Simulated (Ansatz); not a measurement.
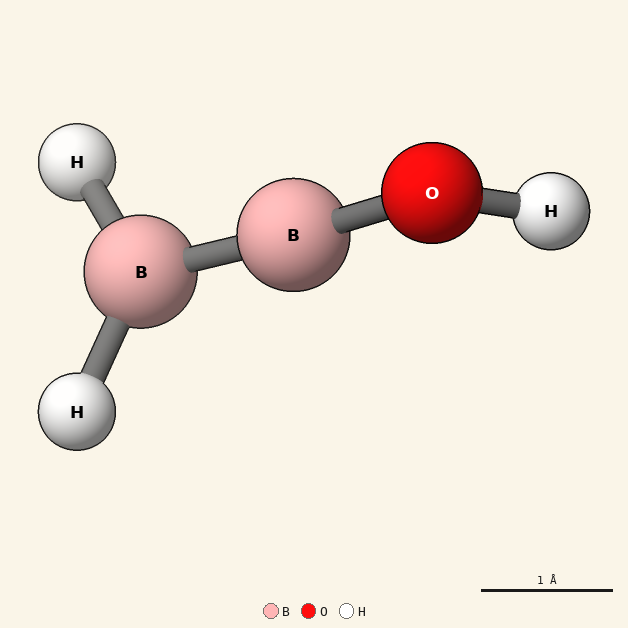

The structure as it stands in the input.

The calculation was set up as follows.

```yaml
crystal:
  periodic: [false, false, false]
  atoms:
    - {symbol: B, position_ang: [-0.284349, -0.114354, -0.076918]}
    - {symbol: O, position_ang: [-1.310213, -0.860668, -0.381091]}
    - {symbol: B, position_ang: [0.686134, 0.765903, 0.225805]}
    - {symbol: H, position_ang: [-1.282688, -1.827444, -0.455161]}
    - {symbol: H, position_ang: [1.333299, 1.218813, -0.670979]}
    - {symbol: H, position_ang: [0.851323, 1.045854, 1.375820]}
basis:
  gaussian: {orbitals: def2-SVP}
magnetization: {spin_polarized: true, initial_magnetization: 1}
hamiltonian: {xc: pbe, dispersion: d4}
relax: {f_tol: 0.03, max_steps: 250}
```

It was started with:

```sh
ansatz run in.yaml --threads 2 --pin off --events-out ev --progress --plain --max-ram 4352MiB
```

Result (its end):

```
mean field -3440.23646695 eV, -126.4263582842 hartree, gradient 1.7e-5 eV, S^2 0.752499; 1 other end points of the search recorded, 0 dependent functions left out
the calculation of the forces begins
reference -3440.23649663 eV, -126.4263593752 hartree; 11, 10 occupied and 46, 47 virtual orbitals, 625 factors
Total energy: -3440.30110109 eV, -126.4287335453 hartree
Atom 0 at    -0.439954    -0.156981    -0.119217 Å, force    -0.026407     0.003617    -0.013845 eV/Å
Atom 1 at    -1.448408    -0.946040    -0.426993 Å, force     0.011761     0.022642     0.018732 eV/Å
Atom 2 at     0.749093     0.829344     0.245816 Å, force     0.006460    -0.013446     0.000453 eV/Å
Atom 3 at    -1.273637    -1.907634    -0.452507 Å, force     0.011673    -0.013661    -0.007268 eV/Å
Atom 4 at     1.443819     1.294311    -0.639513 Å, force    -0.000481    -0.003369     0.000183 eV/Å
Atom 5 at     0.962593     1.115104     1.409890 Å, force    -0.003006     0.004217     0.001745 eV/Å
Dipole moment:    -0.315399    -0.665195    -0.125715 e Å
```
